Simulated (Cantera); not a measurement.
A closed system holds: 1 mol SiH₂Cl₂, 0.033 mol HCl, 71 mol N₂, at 0.210 bar.

Cantera equilibrium calculation (NASA polynomials, part measured and part estimated; ideal gas, pure solids and liquids). Candidate condensed phases: NH₄Cl, Si, Si₃N₄; 28 gas species. N₂ is the only nitrogen source here; it is nearly inert below about 1500 K, so the nitride shown seldom forms there in practice. The tables' values for SiCl₃ are old estimates; treat these amounts as uncertain. The numbers say what is thermodynamically allowed, not how fast it happens.

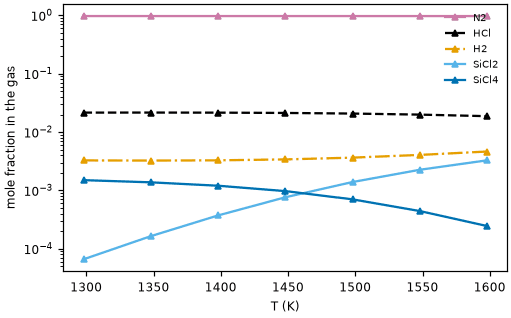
Fig. 1. Equilibrium gas composition (values under 1e-9 drawn at 1e-9)

Question: Read off the mole fractions at 1348 K.

Answer: N₂ about 0.97, HCl about 0.022, H₂ about 0.0032, SiCl₄ about 0.0014, SiCl₂ about 0.00016.
